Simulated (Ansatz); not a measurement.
## Fields on a plane of CdI2 (CdI2 type)

```
CdI2
1.0
    4.24233     0.00000     0.00000
   -2.12117     3.67397     0.00000
    0.00000     0.00000     6.82427
Cd I
1 2
Cartesian
  0.00000   0.00000   0.00000
  0.00000   2.44931   1.72987
  2.12117   1.22466   5.09440
```

The slice is a (0001) plane (indices of the conventional cell) through the point (0.333, 0.667, 0.254) (fractional), spanned by u = [110] and v = [1 -1 0] in vectors of this cell: u (4.24 Å) and v (7.35 Å, at 90° to u). It covers one period; positions are fractions (u, v).

Atoms on it: I at (0.00, 0.00); I at (0.50, 0.50).

Computed with PBE-D3(BJ) (plane waves to 420 eV, PAW, scalar-relativistic; Ansatz, an electronic-structure program). k mesh 9×9×5. Near the nuclei the fields are pseudised (PAW); where an atom keeps semicore shells as valence, they peak there. CdI2 was relaxed with its symmetry unable to fall. Spin-orbit coupling is left out, though I is heavy.

```
|xxxxxxxxxx  ++%%@@@@@@%%++  xxxxxxxx|
|xxxxxxxx  ..**%%@@@@@@%%**..  xxxxxx|
|xxxxxxxx  ==##@@@@@@@@@@##==  xxxxxx|
|xxxx    --**%%@@@@@@@@@@%%**--    xx|
|      ==**%%@@@@@@@@@@@@@@%%**==    |
|====++##%%@@@@@@@@@@@@@@@@@@%%##++==|
|######%%%%@@@@@@@@@@@@@@@@@@%%%%####|
|%%%%%%%%@@@@@@@@@@@@@@@@@@@@@@%%%%%%|
|%%%%%%%%%%%%%%%%%%##%%%%%%%%%%%%%%%%|
|%%%%%%%%%%%%##**++==++**##%%%%%%%%%%|
|%%%%%%%%##**==          ==**##%%%%%%|
|%%%%%%##**--    xxxxxx    --**##%%%%|
|%%%%%%##==  xxxxxxxxxxxxxx  ==##%%%%|
|%%%%%%**..  xxxxxxxxxxxxxx  ..**%%%%|
|@@%%##++  xxxxxxxxxxxxxxxxxx  ++##%%|
|@@@@%%++  xxxxxxxxxxxxxxxxxx  ++%%@@|
|@@@@%%++  xxxxxxxxxxxxxxxxxx  ++%%@@|
|@@@@%%**..  xxxxxxxxxxxxxx  ..**%%@@|
|@@@@@@##==  xxxxxxxxxxxxxx  ==##@@@@|
|@@@@@@%%**--    xxxxxx    --**%%@@@@|
|@@@@@@@@%%**==          ==**%%@@@@@@|
|@@@@@@@@@@%%##++======++##%%@@@@@@@@|
|@@@@@@@@@@%%%%##########%%%%@@@@@@@@|
|@@@@@@@@@@@@%%%%%%%%%%%%%%@@@@@@@@@@|
|##%%%%%%%%%%%%%%%%%%%%%%%%%%%%%%%%%%|
|==++**##%%%%%%%%%%%%%%%%%%%%%%##**++|
|      ==**##%%%%%%%%%%%%%%##**==    |
|xxxx    --**##%%%%%%%%%%##**--    xx|
|xxxxxxxx  ==##%%%%%%%%%%##==  xxxxxx|
|xxxxxxxx  ..**%%%%%%%%%%**..  xxxxxx|
|xxxxxxxxxx  ++##%%@@%%##++  xxxxxxxx|
|xxxxxxxxxx  ++%%@@@@@@%%++  xxxxxxxx|
```
Scale: ten equal steps from -3.00 (start of ' ') to 5.05 (end of '@'), in the order ' .:-=+*#%@'. Values: electrostatic potential energy of an electron, from the cell's mean, in eV. The map has 18 points along u (two characters each, u = 0 at the left) and 32 along v (v = 0 in the bottom row). Points within 1 Å of a nucleus are blanked (x), as the pseudised field means little there. Values under -3 eV are set to -3. The zero, the cell's mean, hangs on the PAW cores.

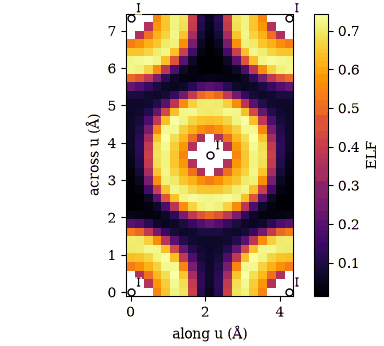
Electron localisation function (ELF), one period of the plane, atoms marked. Points within 0.5 Å of a nucleus are left white, as the pseudised field means little there.
